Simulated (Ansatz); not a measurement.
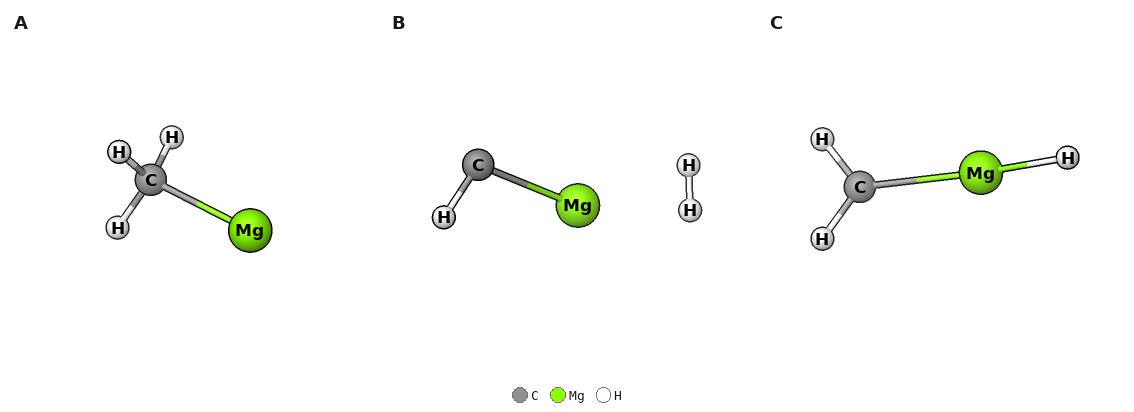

3 stationary structures of one formula. Charge +1, singlet. Geometries: PBE-D4/def2-SVP. Electronic energies: PBE-D4/def2-SVP (Ansatz 0.2.0), without zero-point energy. No frequency run is at hand to confirm each as a minimum.

Question: Rank them by energy, lowest first.

Answer: A is lowest (C3v); C lies 3.549 eV above it, B lies 5.513 eV above it (Cs).
